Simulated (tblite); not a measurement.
# Run report: C2H6O3Si, molecular dynamics (part 1 of 2)

The run: molecular dynamics of C2H6O3Si, SMILES CC(=O)O[SiH2]O. Method and program: GFN2-xTB Langevin dynamics, gas phase (tblite 0.8.0).

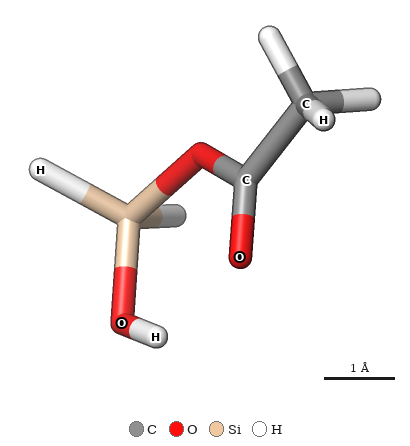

Fig. 1: The structure as given in the input (stick view, seen at a tilt). Bond lengths as drawn: C–C 1.50 Å, C–H 1.09 Å, C–O 1.21 to 1.32 Å, H–O 0.97 Å, H–Si 1.45 Å and O–Si 1.61 to 1.68 Å.

The input:
```
{"job": {"kind": "md", "xc": "GFN2-xTB", "basis": "xTB", "temperature": 400, "steps": 2000, "every": 50}, "charge": 0, "multiplicity": 1}
C      2.101200     0.039720     0.190412
C      0.631015    -0.255667     0.317765
O      0.174745    -1.092122     1.059648
O     -0.107925     0.488899    -0.481387
Si    -1.776485     0.456124    -0.671290
O     -2.436911    -0.684969     0.255305
H      2.633967    -0.344983     1.054934
H      2.473932    -0.452596    -0.706416
H      2.257585     1.109345     0.082484
H     -2.181143     1.784462    -0.237615
H     -1.935742     0.131735    -2.079860
H     -1.833040    -1.180637     0.822383
```

The first line tells a small driver script what to run in tblite; the rest is the geometry in Å.

Launch command:
```bash
OMP_NUM_THREADS=1 python <driver script> task.json out
```

Log:
```
t/fs     T/K      E/eV
    0.0   348.7   -582.03174
   25.0   253.7   -581.82662
   50.0   365.6   -581.60661
   75.0   320.3   -581.62694
  100.0   308.4   -581.62735
  125.0   330.9   -581.63143
  150.0   390.9   -581.55977
  175.0   459.2   -581.56218
  200.0   463.5   -581.58533
  225.0   305.7   -581.40731
  250.0   335.8   -581.45485
  275.0   367.1   -581.46443
  300.0   465.7   -581.46873
  325.0   422.2   -581.47040
  350.0   469.0   -581.47490
  375.0   537.1   -581.58700
  400.0   265.0   -581.16165
  425.0   369.1   -581.54200
  450.0   459.1   -581.74921
  475.0   291.9   -581.60163
  500.0   407.0   -581.54416
  525.0   473.1   -581.63516
  550.0   354.2   -581.42361
  575.0   477.5   -581.61915
  600.0   477.8   -581.65496
  625.0   341.4   -581.62095
  650.0   256.7   -581.56158
  675.0   414.5   -581.73539
  700.0   274.8   -581.54715
  725.0   441.9   -581.66877
  750.0   313.6   -581.53421
  775.0   241.9   -581.57813
  800.0   296.8   -581.59642
  825.0   292.8   -581.51890
  850.0   361.5   -581.52809
  875.0   344.7   -581.47509
  900.0   346.2   -581.67120
  925.0   248.6   -581.65395
  950.0   295.7   -581.50127
  975.0   311.5   -581.64997
 1000.0   278.7   -581.56451
```

Trajectory as extended XYZ (Å, eV, eV/Å), 41 frames, from step=0 to step=40:
```
12
Properties=species:S:1:pos:R:3:forces:R:3 step=0 time_fs=0.0 energy=-582.03174 temperature=348.7
C     2.1012    0.0397    0.1904    0.0006  -0.0018  -0.0015
C     0.6310   -0.2557    0.3178    0.0007  -0.0004   0.0001
O     0.1747   -1.0921    1.0596   -0.0016  -0.0003   0.0055
O    -0.1079    0.4889   -0.4814   -0.0022   0.0029  -0.0061
Si   -1.7765    0.4561   -0.6713   -0.0049   0.0030  -0.0035
O    -2.4369   -0.6850    0.2553    0.0063  -0.0019   0.0034
H     2.6340   -0.3450    1.0549   -0.0020  -0.0022  -0.0028
H     2.4739   -0.4526   -0.7064    0.0030   0.0038  -0.0007
H     2.2576    1.1093    0.0825    0.0014  -0.0012   0.0043
H    -2.1811    1.7845   -0.2376    0.0002   0.0012  -0.0031
H    -1.9357    0.1317   -2.0799    0.0012   0.0019  -0.0004
H    -1.8330   -1.1806    0.8224   -0.0026  -0.0050   0.0048
12
Properties=species:S:1:pos:R:3:forces:R:3 step=1 time_fs=25.0 energy=-581.82662 temperature=253.7
C     2.0847   -0.0518    0.1599   -0.5775   0.8296  -0.9467
C     0.5998   -0.1987    0.3394    0.2259   0.4204  -0.8267
O     0.1427   -0.9933    1.1090   -0.6811  -0.6160   0.6393
O    -0.1379    0.6186   -0.4141    0.9379  -0.6397   0.4898
Si   -1.7791    0.4796   -0.6473   -0.3480   0.0307   0.6412
O    -2.3786   -0.7774    0.1839    1.1008  -0.3119   1.0385
H     2.5869   -0.4546    0.9935    0.4889  -0.1442   1.1531
H     2.4462   -0.6404   -0.6824   -0.2437   0.3130  -0.2929
H     2.2434    1.0234    0.0194    0.4530  -0.3849  -0.0916
H    -2.1193    1.8448   -0.2248   -0.2311  -0.2882  -0.0507
H    -1.9153    0.0977   -2.0149   -0.0850   0.0059  -0.6421
H    -1.7350   -1.2054    0.8482   -1.0401   0.7852  -1.1114
12
Properties=species:S:1:pos:R:3:forces:R:3 step=2 time_fs=50.0 energy=-581.60661 temperature=365.6
C     2.0841   -0.0858    0.1484   -0.3212  -2.2165   0.8784
C     0.5798   -0.0326    0.4601    0.0969  -2.3325  -0.1659
O     0.0774   -0.8939    1.1806    0.4981   1.2333  -0.2772
O    -0.1431    0.7390   -0.3172   -0.1886   0.2365   0.0846
Si   -1.8383    0.5813   -0.5845    0.5050   0.7574  -0.5991
O    -2.3710   -0.7900    0.0291   -1.2037   0.2067  -1.2026
H     2.6827   -0.6462    0.9440   -0.9578   1.3037  -0.5458
H     2.2354   -0.7773   -0.6954   -0.4849   0.3005  -0.0961
H     2.4536    0.8439   -0.1410    0.7006   1.3896  -0.0807
H    -2.4807    1.6180    0.2096    0.1226   0.2516  -0.1464
H    -1.9118    0.6559   -2.0818    0.1098  -0.1195   0.8703
H    -1.8003   -1.1853    0.6448    1.1231  -1.0108   1.2806
12
Properties=species:S:1:pos:R:3:forces:R:3 step=3 time_fs=75.0 energy=-581.62694 temperature=320.3
C     1.9003   -0.0735    0.1469    1.3122  -0.3991  -0.7438
C     0.4540   -0.0555    0.4103    0.2910   0.4629   0.9500
O    -0.0471   -0.7284    1.2727   -0.6121  -1.2013   0.4448
O    -0.2030    0.8859   -0.1753   -1.1885   0.3901  -1.0923
Si   -1.8890    0.7098   -0.4655    0.9679  -1.0690  -1.8580
O    -2.3586   -0.8314   -0.2281    1.2771   0.0133   1.4113
H     2.3881   -0.4296    1.0640    0.1165   0.5154  -0.2845
H     2.1822   -0.8087   -0.6284   -0.3659   0.1852   0.2007
H     2.2220    0.9029   -0.2452    0.0645  -0.3361   0.5182
H    -2.3870    1.8029    0.2599   -0.6188   0.7016   0.6738
H    -1.8370    0.7888   -1.9707   -0.1801   0.1065   0.8031
H    -1.7702   -1.2847    0.4651   -1.0638   0.6306  -1.0233
12
Properties=species:S:1:pos:R:3:forces:R:3 step=4 time_fs=100.0 energy=-581.62735 temperature=308.4
C     1.7853   -0.0363    0.1147   -0.0770   0.8256  -1.4305
C     0.3472    0.0347    0.5737    1.0866   0.5938  -2.0956
O    -0.1375   -0.7443    1.3225   -0.7527   0.0026   0.8401
O    -0.2962    0.9424   -0.2048    0.1829  -0.4367   0.9290
Si   -1.9187    0.8515   -0.4294   -1.2794  -0.2049   0.0807
O    -2.3252   -0.7321   -0.3990    0.3920   1.7071  -2.1481
H     2.4547   -0.1763    0.9231    0.5699  -0.2133   0.6344
H     1.8284   -0.8834   -0.5808    0.0707  -0.0354   0.3295
H     2.0895    0.8474   -0.5112   -0.4126  -0.6154   0.8341
H    -2.6221    1.6091    0.6392    0.3131  -0.2358  -0.2798
H    -2.2516    1.3466   -1.7730    0.3766  -0.2425   0.3544
H    -2.5504   -1.1652    0.3715   -0.4703  -1.1449   1.9518
12
Properties=species:S:1:pos:R:3:forces:R:3 step=5 time_fs=125.0 energy=-581.63143 temperature=330.9
C     1.7454   -0.0853    0.0559   -0.7587  -0.6960  -0.1064
C     0.2822    0.0053    0.5014   -0.4668   0.3425   1.0504
O    -0.2434   -0.6424    1.3932    0.9418   0.2919  -1.2567
O    -0.3871    1.0161   -0.0689    0.4704  -0.4586  -0.2536
Si   -2.0369    0.9342   -0.3557    0.1929   1.4786   1.2254
O    -2.3335   -0.6084   -0.5546   -0.6984  -0.9150  -0.4291
H     2.3325   -0.0162    0.9767    0.1056  -0.5342  -0.4208
H     1.9246   -0.9876   -0.5919   -0.1355   0.5474   1.1838
H     1.9904    0.7410   -0.5778   -0.0387   0.6602  -0.2189
H    -2.7397    1.5538    0.8528    0.4128  -0.4422  -0.8720
H    -2.1014    1.6803   -1.5997   -0.0927  -0.2101   0.0350
H    -2.5041   -1.2078    0.1669    0.0673  -0.0645   0.0628
12
Properties=species:S:1:pos:R:3:forces:R:3 step=6 time_fs=150.0 energy=-581.55977 temperature=390.9
C     1.6174   -0.1455    0.0523    1.7319   0.3392   0.1198
C     0.2591    0.1066    0.5621   -0.8199  -1.0149   0.7196
O    -0.1721   -0.6900    1.3858   -0.4315   1.2184  -0.6145
O    -0.4527    1.0627   -0.0247    0.6708  -0.3488   0.5677
Si   -2.0962    0.9813   -0.2303   -0.2184  -0.5860  -0.1282
O    -2.4183   -0.5385   -0.7076    0.9309  -1.3275   1.4420
H     2.3840   -0.0988    0.8841   -0.9543  -0.4574  -0.8399
H     1.5582   -1.1168   -0.4285    0.3018  -0.4028   0.4079
H     1.9762    0.4998   -0.7251   -0.1128   0.7887  -0.2880
H    -2.8054    1.5396    0.8969   -0.0043  -0.1226   0.2797
H    -2.2816    1.6488   -1.4630   -0.0382   0.6064  -0.7007
H    -1.9472   -1.2697   -0.1904   -1.0561   1.3074  -0.9654
12
Properties=species:S:1:pos:R:3:forces:R:3 step=7 time_fs=175.0 energy=-581.56218 temperature=459.2
C     1.6216   -0.1581    0.0523   -0.5421   1.4507  -1.4117
C     0.2406    0.0357    0.6207    0.7303   1.9533  -2.1638
O    -0.1828   -0.5733    1.5131   -1.2797  -2.4393   3.0381
O    -0.4904    1.0040    0.0608    0.0077   0.4470  -0.8006
Si   -2.1680    1.0236   -0.1464    0.8076  -1.1893  -0.7100
O    -2.4880   -0.4665   -0.7782   -0.4614   1.0868  -0.1492
H     2.3297    0.0098    0.8290    0.5493  -0.2458   0.4737
H     1.7060   -1.1128   -0.4299    0.1044  -0.5616   0.2287
H     1.7856    0.5934   -0.7451   -0.0180  -0.2172   0.4062
H    -2.8215    0.9577    1.1063   -0.4383   0.4019   0.8089
H    -2.3898    2.0305   -1.1715    0.1347  -0.0556   0.2188
H    -1.8415   -1.1386   -0.6690    0.4054  -0.6310   0.0607
12
Properties=species:S:1:pos:R:3:forces:R:3 step=8 time_fs=200.0 energy=-581.58533 temperature=463.5
C     1.5483   -0.0462    0.0345   -0.3987  -0.4041  -1.3316
C     0.2192    0.0497    0.6995   -0.5404   0.1033   0.8575
O    -0.1423   -0.4899    1.7279    0.3172   0.3875  -1.2340
O    -0.5125    0.9256    0.0192   -0.6274  -0.3241   0.6113
Si   -2.1936    0.9687    0.0010    0.5127   1.1055  -0.0170
O    -2.5727   -0.3406   -0.8549   -1.6351   1.3828   0.2002
H     2.2884    0.1558    0.7368    1.3567   0.3340   1.1731
H     1.7546   -1.0431   -0.3798   -0.2406   0.3054   0.0696
H     1.5511    0.7239   -0.7521    0.2047  -0.4736   0.1525
H    -2.8141    1.1156    1.3472    0.2561  -0.2910  -0.6722
H    -2.1987    2.2125   -0.8386   -0.2973  -0.6691   0.3558
H    -2.0478   -1.0845   -0.9822    1.0918  -1.4566  -0.1652
12
Properties=species:S:1:pos:R:3:forces:R:3 step=9 time_fs=225.0 energy=-581.40731 temperature=305.7
C     1.6223   -0.0023    0.0488   -0.1925  -1.0875   2.0986
C     0.2554    0.1194    0.8013    0.9921  -1.9727   1.5738
O    -0.0603   -0.4811    1.8312    0.9304   1.3433  -1.9873
O    -0.5689    0.8057    0.0800   -0.2936   1.0697  -0.6778
Si   -2.2086    0.9281    0.0802   -1.0972  -1.9840   1.0720
O    -2.7286   -0.2236   -0.9770    1.0909  -1.4994   0.7990
H     2.5193    0.1770    0.7147   -1.1578   0.0733  -0.7842
H     1.6757   -1.0664   -0.2386    0.0589   0.4038   0.0016
H     1.5658    0.6062   -0.8172    0.2756   0.5554  -0.4996
H    -2.6286    0.5188    1.4850    0.1439   0.4738  -0.8636
H    -2.8063    2.0777   -0.4814    0.1414   0.7652  -0.2568
H    -2.3584   -1.1534   -0.8186   -0.8922   1.8591  -0.4756
12
Properties=species:S:1:pos:R:3:forces:R:3 step=10 time_fs=250.0 energy=-581.45485 temperature=335.8
C     1.7258    0.0285    0.2327   -1.2632   1.2262   0.0705
C     0.2685    0.1079    0.7962    2.6421  -0.1474  -0.3886
O     0.1532   -0.4182    1.8577   -1.6723  -0.5165   1.4268
O    -0.6184    0.7662    0.1075   -0.1491  -0.5415   0.3183
Si   -2.3005    0.8055    0.1667    0.5771   0.1632  -0.7679
O    -2.8148   -0.1170   -1.0575   -0.2587  -1.4585  -0.1796
H     2.4437    0.0720    1.0496   -0.2553   0.2891   0.0258
H     1.8609   -0.9236   -0.2104   -0.0073  -0.7127  -0.7313
H     1.8213    0.8535   -0.4554    0.4850  -0.0196  -0.3385
H    -2.9463    0.6108    1.4563    0.1874  -0.1298  -0.1273
H    -2.2468    2.0890   -0.5026   -0.4897   0.2345   0.0969
H    -2.8899   -1.0923   -1.2413    0.2040   1.6131   0.5949
12
Properties=species:S:1:pos:R:3:forces:R:3 step=11 time_fs=275.0 energy=-581.46443 temperature=367.1
C     1.6981    0.2767    0.2613   -0.9485  -0.5118   0.1494
C     0.3379    0.0980    0.9590    0.6082  -0.2172  -0.9222
O     0.1117   -0.5002    1.9585    0.3849  -0.5302   1.1733
O    -0.6163    0.6007    0.2357   -1.3395   1.1231  -1.6281
Si   -2.2837    0.7282    0.1345    0.1372   1.1393   0.5511
O    -2.9532   -0.0721   -1.0808   -0.2517   2.3355  -0.2975
H     2.4338    0.1409    1.0242    0.6627   0.3467   0.3444
H     1.8337   -0.6034   -0.4188   -0.2572   1.1157   0.1417
H     1.6933    1.2802   -0.2098    0.3110  -0.9786   0.0707
H    -2.7341    0.0533    1.3049   -0.3590  -0.0977   0.7971
H    -2.7433    2.1709   -0.0864    0.6693  -1.1556   0.1291
H    -2.7849   -0.9564   -1.2039    0.3827  -2.5693  -0.5091
12
Properties=species:S:1:pos:R:3:forces:R:3 step=12 time_fs=300.0 energy=-581.46873 temperature=465.7
C     1.5666    0.5085    0.3490    1.4836  -2.0352   0.5886
C     0.2807    0.0446    0.9772    1.0928  -1.4083   1.7448
O     0.1880   -0.6278    2.0031   -0.3373   1.3335  -2.0022
O    -0.6446    0.4954    0.2008   -1.9010  -0.2433  -0.2919
Si   -2.3087    0.5952    0.2188   -0.0993   0.0709   0.1252
O    -2.9796   -0.0615   -1.1164    0.3151   0.1916   0.5013
H     2.4225    0.0762    0.9771   -0.8974   1.1595  -0.8512
H     1.6397    0.0010   -0.6552   -0.0670   0.9410   0.8447
H     1.4576    1.5841    0.3132    0.6850  -0.0328  -0.2567
H    -2.7847   -0.0100    1.5052    0.0830   0.3588  -0.7663
H    -2.3090    2.0366   -0.0896   -0.3922  -0.2972   0.2452
H    -2.6760   -0.8223   -1.6047    0.0347  -0.0385   0.1183
12
Properties=species:S:1:pos:R:3:forces:R:3 step=13 time_fs=325.0 energy=-581.47040 temperature=422.2
C     1.5929    0.6474    0.4766   -0.5429  -2.7199  -0.1939
C     0.2903    0.0381    0.9673   -1.0179  -0.4171  -0.2474
O     0.1518   -0.6988    1.8955    0.5537  -0.0339   0.6310
O    -0.7940    0.2747    0.1926    1.3117   0.8300  -0.3028
Si   -2.3948    0.5582    0.2615   -0.9095  -3.3401  -0.5223
O    -2.9140   -0.0433   -1.2013    0.7068   0.4068   0.3714
H     2.4087   -0.0912    0.7059   -0.6283   1.1135   0.1063
H     1.4930    0.7127   -0.5800    0.1023   0.1656  -0.9733
H     1.6825    1.6063    0.8628    0.5579   1.4120   0.8988
H    -3.0617   -0.3892    1.2405    0.4142   0.6292  -0.4101
H    -2.7411    1.8828    0.4999   -0.1178   1.5477   0.0552
H    -2.3068   -0.4792   -1.8221   -0.4303   0.4062   0.5870
12
Properties=species:S:1:pos:R:3:forces:R:3 step=14 time_fs=350.0 energy=-581.47490 temperature=469.0
C     1.4782    0.6966    0.6598   -2.5736   2.6354  -0.0135
C     0.1929   -0.0134    1.0037   -0.7929  -0.3816   0.0512
O     0.1190   -0.7440    1.9645   -0.6163   0.5612  -0.8837
O    -0.8223    0.2212    0.1065    1.5067  -0.4351   1.5316
Si   -2.4572    0.4495    0.2421    1.8138   2.3026  -0.6609
O    -2.9253   -0.0207   -1.2003   -0.9752  -0.2860  -0.5004
H     2.1327   -0.0244    0.3571    2.0751  -1.5438  -0.2962
H     1.2498    1.3503   -0.2116    0.3586  -0.1700   0.5883
H     1.7453    1.3188    1.5439    0.2252  -0.6868  -0.7654
H    -3.1231   -0.3533    1.1341   -0.9912  -1.0715   1.3483
H    -2.4136    1.9788    0.4079   -0.3262  -0.9986  -0.0124
H    -2.4110    0.0625   -1.9870    0.2961   0.0744  -0.3869
12
Properties=species:S:1:pos:R:3:forces:R:3 step=15 time_fs=375.0 energy=-581.58700 temperature=537.1
C     1.4048    0.7782    0.7551   -0.6676   0.3020   0.9284
C     0.1611   -0.0318    1.1262   -0.8487   1.3152  -1.5897
O     0.0088   -0.7932    2.0205    0.2427  -0.2020   0.4290
O    -0.8182    0.2188    0.2079    1.7465  -0.3112   0.3396
Si   -2.4105    0.4074    0.2233   -0.9416   0.7126   1.6452
O    -2.9558    0.0026   -1.2163   -0.3111   0.0168  -0.6775
H     1.9014    0.1107    0.0630    0.5836   0.1912   0.0321
H     1.1761    1.7636    0.2357    0.1543  -1.3689   0.8227
H     1.9292    0.9153    1.7335    0.0350   0.0261  -1.1822
H    -3.0474   -0.4375    1.2420   -0.0025  -0.0068  -0.4719
H    -2.5675    1.8395    0.7036    0.0007  -0.6020  -0.5601
H    -2.6726    0.3650   -2.0582    0.0089  -0.0730   0.2846
12
Properties=species:S:1:pos:R:3:forces:R:3 step=16 time_fs=400.0 energy=-581.16165 temperature=265.0
C     1.4816    0.7354    0.9400    0.8563  -0.8684  -1.5252
C     0.2621   -0.0732    1.1630   -2.5197   0.0501   0.4022
O     0.0359   -0.8341    2.0759    0.5159   0.6852  -1.0891
O    -0.7260    0.2612    0.2590    0.1209  -0.0588   0.5047
Si   -2.3947    0.3963    0.2639   -0.7991  -3.9384  -1.0582
O    -3.0536    0.0329   -1.2308    1.3311   0.7646   0.1006
H     1.8741    0.4437   -0.1308   -0.4111   0.6663   2.0427
H     1.2692    1.8078    0.9629    0.0315  -0.3506  -0.0699
H     2.1474    0.4337    1.7489    0.3909   0.2866  -0.4238
H    -3.1406   -0.9240    0.8726    0.9823   1.7166  -0.2493
H    -2.7961    1.7107    0.4883   -0.0893   1.4218   0.6362
H    -2.6819    0.4323   -2.0411   -0.4097  -0.3750   0.7291
12
Properties=species:S:1:pos:R:3:forces:R:3 step=17 time_fs=425.0 energy=-581.54200 temperature=369.1
C     1.4983    0.5881    1.0914    0.0254  -1.8227  -1.9736
C     0.1631   -0.1102    1.2038   -0.1110   0.8253  -1.3223
O    -0.0366   -0.9305    2.0359   -0.7424  -0.7473   0.6374
O    -0.7364    0.2763    0.2621    0.4764  -0.5156   0.5213
Si   -2.4121    0.3217    0.3105    1.6929   2.9870  -0.4453
O    -3.0886    0.2062   -1.1422   -0.0084  -0.2692   0.2244
H     1.8597    0.5379    0.0248   -0.3906   0.3765   1.0811
H     1.4191    1.5456    1.4666   -0.2028   2.0871   0.3016
H     2.1814    0.0593    1.7184    0.5307  -0.4592   0.3239
H    -2.9758   -0.6308    1.1010   -1.0769  -1.8299   1.2476
H    -2.4283    1.7409    0.9089   -0.3885  -0.7907  -0.4747
H    -2.8029    0.5926   -1.9593    0.1953   0.1583  -0.1213
12
Properties=species:S:1:pos:R:3:forces:R:3 step=18 time_fs=450.0 energy=-581.74921 temperature=459.1
C     1.5018    0.4084    1.1568    0.3569   0.7330  -0.0002
C     0.1440   -0.1488    1.1622   -2.1617  -2.2465   1.5718
O    -0.2532   -0.9791    1.9870    0.9289   1.5296  -1.4258
O    -0.7170    0.3298    0.2523    1.2115   0.2558   0.1064
Si   -2.3431    0.3499    0.4249   -0.6735   0.3334   0.0441
O    -3.0391    0.3506   -1.0272    0.2365   0.2009  -0.3279
H     1.8571    0.5768    0.1599   -0.0559   0.4544  -0.6212
H     1.3959    1.3686    1.7029    0.4586  -0.4789  -0.2775
H     2.2350   -0.2509    1.5991   -0.1562  -0.0620   0.5822
H    -2.8861   -0.8468    0.9401   -0.2797  -0.7336   0.4048
H    -2.6922    1.5591    1.1716    0.2074   0.0331  -0.0024
H    -2.7249    0.9225   -1.7245   -0.0729  -0.0194  -0.0544
12
Properties=species:S:1:pos:R:3:forces:R:3 step=19 time_fs=475.0 energy=-581.60163 temperature=291.9
C     1.5180    0.2720    1.2116    1.5791  -0.2727   1.0949
C     0.1310   -0.2285    1.2078   -1.3939  -1.1508   0.2297
O    -0.3395   -1.0686    1.9596    0.8512   1.0156  -0.5609
O    -0.6446    0.3306    0.2725    0.3873  -0.2690   0.5331
Si   -2.2914    0.3465    0.5716   -0.6881  -0.7439  -1.7009
O    -2.9446    0.5164   -0.9479    0.7222   1.0982   0.3037
H     1.8622    0.5381    0.2326   -0.1811   0.4606  -0.5374
H     1.5611    1.1771    1.8930    0.1350  -1.1228  -0.6920
H     2.2476   -0.5409    1.5323   -1.0062   1.0450   0.1817
H    -2.9112   -0.9515    0.9647    0.3658   0.8572  -0.1107
H    -2.2963    1.5964    1.2829   -0.3958   0.2639   0.4795
H    -2.6724    1.2865   -1.5075   -0.3755  -1.1813   0.7793
12
Properties=species:S:1:pos:R:3:forces:R:3 step=20 time_fs=500.0 energy=-581.54416 temperature=407.0
C     1.5664    0.0971    1.3035    0.5065   0.5671  -1.8978
C     0.1206   -0.3957    1.2277    1.2212   1.9383  -1.6057
O    -0.3260   -1.1386    2.0173   -0.8672  -1.5497   1.4842
O    -0.6284    0.1835    0.2696    0.0838  -0.0392   0.7097
Si   -2.2847    0.3297    0.5591    0.1004  -1.0479   1.5115
O    -2.8854    0.6891   -0.8730   -0.5702  -0.1563   0.0798
H     2.0416    0.4025    0.3029   -1.1845  -0.1165   1.1203
H     1.5595    0.9831    1.9594    0.1850  -0.5678  -0.1825
H     2.2407   -0.6884    1.6183   -0.2282  -0.0508   0.7023
H    -2.8869   -1.0086    0.9784    0.3476   1.0070  -0.5932
H    -2.4245    1.2491    1.7809    0.1254  -0.3429  -1.0859
H    -2.5894    1.3503   -1.4777    0.2804   0.3588  -0.2426
```
